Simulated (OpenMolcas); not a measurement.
**ZrBr$_{4}$: single-point calculation (part 2 of 2)**

The same run, continued: ZrBr$_{4}$; CASPT2/ANO-RCC-VDZ, DKH2 (OpenMolcas 26.06). The geometry comes from this level: GFN2-xTB.

Geometry of the input (Å):
```
Br -1.2384  -0.6735  2.0457
Zr -0.0008  0.0014  0.0001
Br 2.3716  -0.7110  0.1936
Br -1.0293  -1.0873  -1.9824
Br -0.1030  2.4705  -0.2570
```

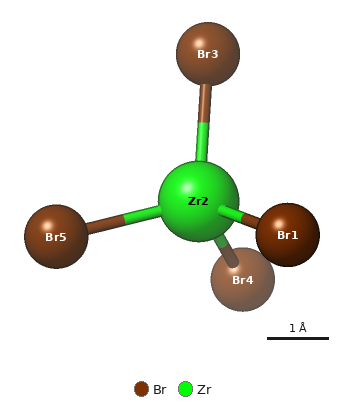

**Figure 1.** The structure (ball-and-stick view, seen at a tilt; atoms are numbered from 1 in the order of the input). Sticks mark near contacts.

### The program's output, continued
```
      Mulliken population analysis for root number:  1
      -----------------------------------------------

++    Molecular charges:
      ------------------

      Mulliken charges per centre
      ---------------------------

                BR1     ZR2     BR3     BR4     BR5
      Total   35.1999 39.3049 35.0979 35.1980 35.1993

      N-E     -0.1999  0.6951 -0.0979 -0.1980 -0.1993

      Total electronic charge=  180.000000

      Total            charge=   -0.000000
--

      Expectation values of various properties for root number:  1
      -----------------------------------------------------------

++    Molecular properties:
      ---------------------

      Charge (e):
                      =   -0.0000
      Dipole Moment (debye):
      Origin of the operator (angstrom)=   -0.0000    0.0000    0.0000
                   X=  9.6543E-01               Y= -2.8521E-01               Z=  5.1335E-02           Total=  1.0080E+00
      Quadrupole Moment (debye*angstrom):
      Origin of the operator (angstrom)=   -0.0000    0.0000    0.0000
                  XX= -1.0539E+02              XY= -8.7311E-01              XZ=  3.1527E-01              YY= -1.0803E+02
                  YZ= -4.3260E-02              ZZ= -1.0824E+02
      In traceless form (debye*angstrom)
                  XX=  2.7378E+00              XY= -1.3097E+00              XZ=  4.7291E-01              YY= -1.2090E+00
                  YZ= -6.4890E-02              ZZ= -1.5288E+00
--

      LoProp population analysis for root number:  1
      -----------------------------------------------

++    LoProp analysis:
      ----------------

++    Static properties:
      ------------------

      LoProp Charges per center

                   BR1      ZR2      BR3      BR4      BR5
      Nuclear     35.0000  40.0000  35.0000  35.0000  35.0000
      Electronic -35.3414 -38.7422 -35.2401 -35.3369 -35.3393

      Total       -0.3414   1.2578  -0.2401  -0.3369  -0.3393
--

      Natural Bond Order analysis for root number:  1

++    Natural Bond Order analysis
      ---------------------------
      Based on LoProp computed density
      -------------------------------------------------------------------------------------
      Atom A       Atom B       Bond Order
      -------------------------------------------------------------------------------------
      NBO located      0.974 non-bonded electrons on atom BR1
      NBO located      1.016 non-bonded electrons on atom BR1
      NBO located      1.001 non-bonded electrons on atom BR1
      NBO located      1.000 non-bonded electrons on atom BR1
      NBO located      1.000 non-bonded electrons on atom BR1
      NBO located      1.000 non-bonded electrons on atom BR1
      NBO located      1.000 non-bonded electrons on atom BR1
      NBO located      1.000 non-bonded electrons on atom BR1
      NBO located      1.000 non-bonded electrons on atom BR1
      NBO located      1.000 non-bonded electrons on atom BR1
      NBO located      1.000 non-bonded electrons on atom BR1
      NBO located      1.000 non-bonded electrons on atom BR1
      NBO located      1.000 non-bonded electrons on atom BR1
      NBO located      1.000 non-bonded electrons on atom BR1
      NBO located      1.000 non-bonded electrons on atom BR1
      NBO located      1.000 non-bonded electrons on atom BR1
      NBO located      0.979 non-bonded electrons on atom ZR2
      NBO located      0.990 non-bonded electrons on atom ZR2
      NBO located      0.992 non-bonded electrons on atom ZR2
      NBO located      0.992 non-bonded electrons on atom ZR2
      NBO located      0.999 non-bonded electrons on atom ZR2
      NBO located      1.000 non-bonded electrons on atom ZR2
      NBO located      1.000 non-bonded electrons on atom ZR2
      NBO located      1.000 non-bonded electrons on atom ZR2
      NBO located      1.000 non-bonded electrons on atom ZR2
      NBO located      1.000 non-bonded electrons on atom ZR2
      NBO located      1.000 non-bonded electrons on atom ZR2
      NBO located      1.000 non-bonded electrons on atom ZR2
      NBO located      1.000 non-bonded electrons on atom ZR2
      NBO located      1.000 non-bonded electrons on atom ZR2
      NBO located      1.000 non-bonded electrons on atom ZR2
      NBO located      1.000 non-bonded electrons on atom ZR2
      NBO located      1.000 non-bonded electrons on atom ZR2
      NBO located      1.000 non-bonded electrons on atom ZR2
      NBO located      0.916 non-bonded electrons on atom BR3
      NBO located      1.005 non-bonded electrons on atom BR3
      NBO located      0.997 non-bonded electrons on atom BR3
      NBO located      1.000 non-bonded electrons on atom BR3
      NBO located      1.000 non-bonded electrons on atom BR3
      NBO located      1.000 non-bonded electrons on atom BR3
      NBO located      1.000 non-bonded electrons on atom BR3
      NBO located      1.000 non-bonded electrons on atom BR3
      NBO located      1.000 non-bonded electrons on atom BR3
      NBO located      1.000 non-bonded electrons on atom BR3
      NBO located      1.000 non-bonded electrons on atom BR3
      NBO located      1.000 non-bonded electrons on atom BR3
      NBO located      1.000 non-bonded electrons on atom BR3
      NBO located      1.000 non-bonded electrons on atom BR3
      NBO located      1.000 non-bonded electrons on atom BR3
      NBO located      1.000 non-bonded electrons on atom BR3
      NBO located      0.988 non-bonded electrons on atom BR4
      NBO located      1.011 non-bonded electrons on atom BR4
      NBO located      1.001 non-bonded electrons on atom BR4
      NBO located      1.000 non-bonded electrons on atom BR4
      NBO located      1.000 non-bonded electrons on atom BR4
      NBO located      1.000 non-bonded electrons on atom BR4
      NBO located      1.000 non-bonded electrons on atom BR4
      NBO located      1.000 non-bonded electrons on atom BR4
      NBO located      1.000 non-bonded electrons on atom BR4
      NBO located      1.000 non-bonded electrons on atom BR4
      NBO located      1.000 non-bonded electrons on atom BR4
      NBO located      1.000 non-bonded electrons on atom BR4
      NBO located      1.000 non-bonded electrons on atom BR4
      NBO located      1.000 non-bonded electrons on atom BR4
      NBO located      1.000 non-bonded electrons on atom BR4
      NBO located      1.000 non-bonded electrons on atom BR4
      NBO located      0.961 non-bonded electrons on atom BR5
      NBO located      0.958 non-bonded electrons on atom BR5
      NBO located      1.001 non-bonded electrons on atom BR5
      NBO located      1.000 non-bonded electrons on atom BR5
      NBO located      1.000 non-bonded electrons on atom BR5
      NBO located      1.000 non-bonded electrons on atom BR5
      NBO located      1.000 non-bonded electrons on atom BR5
      NBO located      1.000 non-bonded electrons on atom BR5
      NBO located      1.000 non-bonded electrons on atom BR5
      NBO located      1.000 non-bonded electrons on atom BR5
      NBO located      1.000 non-bonded electrons on atom BR5
      NBO located      1.000 non-bonded electrons on atom BR5
      NBO located      1.000 non-bonded electrons on atom BR5
      NBO located      1.000 non-bonded electrons on atom BR5
      NBO located      1.000 non-bonded electrons on atom BR5
      NBO located      1.000 non-bonded electrons on atom BR5
      The remaining    9.501 electrons are to be considered as diffuse
--

--

      Average orbitals are written to the RASORB file
      Natural orbitals for root   1 are written to the RASORB.1 file
      Spin density orbitals for root   1 are written to the SPDORB.1 file

--- Stop Module: rasscf /rc=_RC_ALL_IS_WELL_ ---
--- Module rasscf spent 7 seconds ---

--- Start Module: caspt2 ---

                                              &CASPT2

                       available to each process: 1.9 GB of memory, 1 thread

++    Wave function specifications:
      -----------------------------

      Number of closed shell electrons          34
      Number of electrons in active shells       4
      Max number of holes in RAS1 space          0
      Max number of electrons in RAS3 space      0
      Number of inactive orbitals               17
      Number of active orbitals                  4
      Number of secondary orbitals              32
      Spin quantum number                      0.0
      State symmetry                             1
      Number of CSFs                            20
      Number of CASSCF root(s) available         1
      CASPT2 state passed to geometry opt.       1
      A file JOBMIX will be created
      This is a CASSCF or RASSCF reference function
--

++    Orbital specifications:
      -----------------------

      Symmetry species                           1
                                                 a
      Frozen orbitals                           71
      Inactive orbitals                         17
      Active orbitals                            4
      Secondary orbitals                        32
      Deleted orbitals                           0
      Number of basis functions                124
--

++    CASPT2 specifications:
      ----------------------

      Type of calculation                        SS-CASPT2
      Fock operator                              state-specific
      IPEA shift                                 0.25
      Real shift                                 0.00
      Imaginary shift                            0.20
      The input orbitals will be transformed to quasi-canonical
--

--------------------------------------------------------------------------------
 Estimated memory requirements:
  POLY3 :                   250840
  RHS:                      422804
  SIGMA :                   411568
  PRPCTL:                        0
 Available workspace:    232487549

++ CASPT2 computation for group   1

********************************************************************************
 Multi-State initialization phase begins for group   1
--------------------------------------------------------------------------------
********************************************************************************
 Compute H0 matrices for state    1
--------------------------------------------------------------------------------
--------------------------------------------------------------------------------
 H0 matrices have been computed.

********************************************************************************
  CASPT2 EQUATION SOLUTION
--------------------------------------------------------------------------------

  Total nr of CASPT2 parameters:
   Before reduction:      286010
   After  reduction:      283310

 Variance of |WF0>:       0.8554199770

 The contributions to the second order correlation energy in atomic units.
-----------------------------------------------------------------------------------------------------------------------------
  IT.      VJTU        VJTI        ATVX        AIVX        VJAI        BVAT        BJAT        BJAI        TOTAL       RNORM
-----------------------------------------------------------------------------------------------------------------------------
   1    -0.000171   -0.004846   -0.000475   -0.022596   -0.035550   -0.002485   -0.016400   -0.237764   -0.320288    0.009263
   2    -0.000175   -0.004929   -0.000490   -0.023146   -0.035878   -0.002526   -0.016513   -0.238086   -0.321742    0.001438
   3    -0.000176   -0.004930   -0.000490   -0.023154   -0.035855   -0.002527   -0.016527   -0.238071   -0.321729    0.000271
   4    -0.000176   -0.004930   -0.000490   -0.023148   -0.035846   -0.002526   -0.016523   -0.238061   -0.321701    0.000046
   5    -0.000176   -0.004930   -0.000490   -0.023148   -0.035847   -0.002526   -0.016523   -0.238061   -0.321701    0.000008
   6    -0.000176   -0.004930   -0.000490   -0.023148   -0.035847   -0.002526   -0.016523   -0.238062   -0.321702    0.000001
-----------------------------------------------------------------------------------------------------------------------------

  FINAL CASPT2 RESULT:

      Reference energy:      -14013.4442791499
      E2 (Non-variational):      -0.3217017239
      Shift correction:          -0.0037271561
      E2 (Variational):          -0.3254288800
      Total energy:          -14013.7697080298
      Residual norm:              0.0000002337
      Reference weight:           0.86580

      Contributions to the CASPT2 correlation energy
      Active & Virtual Only:         -0.0030163140
      One Inactive Excited:          -0.0398468822
      Two Inactive Excited:          -0.2788385277

++ Denominators, etc.
--------------------------------------------------------------------------------------------------------------
 Report on small energy denominators, large coefficients, and large energy contributions.
CASE  SYMM ACTIVE-MIX  NON-ACTIVE INDICES          DENOMINATOR     RHS VALUE       COEFFICIENT     CONTRIBUTION
AIVX     1  Mu1.0003  In1.082 Se1.093               1.05428541     -0.02621069      0.02543451     -0.00066666
AIVX     1  Mu1.0009  In1.082 Se1.093               1.21290442     -0.04815319      0.04026703     -0.00193899
AIVX     1  Mu1.0009  In1.080 Se1.095               1.23933943      0.03789396     -0.03146556     -0.00119235
BJAIP    1  Se1.095 In1.080 Se1.095 In1.080         1.02774162      0.03036148     -0.02846407     -0.00086421
BJAIM    1  Se1.094 In1.072 Se1.094 In1.074         3.35931043     -0.08748622      0.02595142     -0.00227039
BJAIM    1  Se1.094 In1.080 Se1.094 In1.081         1.01774981     -0.02903423      0.02745253     -0.00079706
BJAIM    1  Se1.093 In1.080 Se1.094 In1.082         1.00130661      0.02901897     -0.02786944     -0.00080874
BJAIM    1  Se1.093 In1.081 Se1.093 In1.082         0.99131480      0.02689438     -0.02597991     -0.00069871
BJAIM    1  Se1.094 In1.080 Se1.094 In1.083         0.99828147      0.03068867     -0.02962857     -0.00090926
--

   (Skipping property calculation,
    use PROP keyword to activate)
--

  Total CASPT2 energies:
::    CASPT2 Root  1     Total energy: -14013.76970803

  A NEW JOBIPH FILE NAMED 'JOBMIX' IS PREPARED.
********************************************************************************
--- Stop Module: caspt2 /rc=_RC_ALL_IS_WELL_ ---
--- Module caspt2 spent 4 seconds ---

.##################.
.# Happy landing! #.
.##################.

    Timing: Wall=26.88 User=25.23 System=1.63
```

### Key numbers

```tsv
quantity	value
outcome	converged
total energy	−14013.769708 hartree
CASSCF energy	−14013.444279 hartree
basis functions	124
hardware	1 thread of Arm Neoverse V1, 24 GiB of memory available, shared host
wall time	27 s
peak memory	0.32 GiB
```
